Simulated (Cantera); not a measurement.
Feed: 1 mol Ta(OEt)₅, 0.065 mol H₂O, at 1330 Pa.

These are equilibrium values from Cantera (NASA tables, ideal gas, pure condensed phases), not measurements of a reactor. Candidate condensed phases: C, C₆H₆, C₇H₈, C₈H₁₈, H₂O, Ta, TaC, Ta₂O₅; 113 gas species. The feed counts by its element totals alone. TaC: taken at fixed stoichiometry. Condensed phases not in the tables: Ta₂C. Kinetics and transport are ignored.

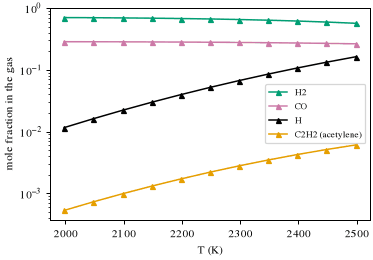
Figure. Equilibrium gas composition (values under 1e-9 drawn at 1e-9)

From 1998 K to 2498 K the condensed part is C(graphite) + TaC(s).
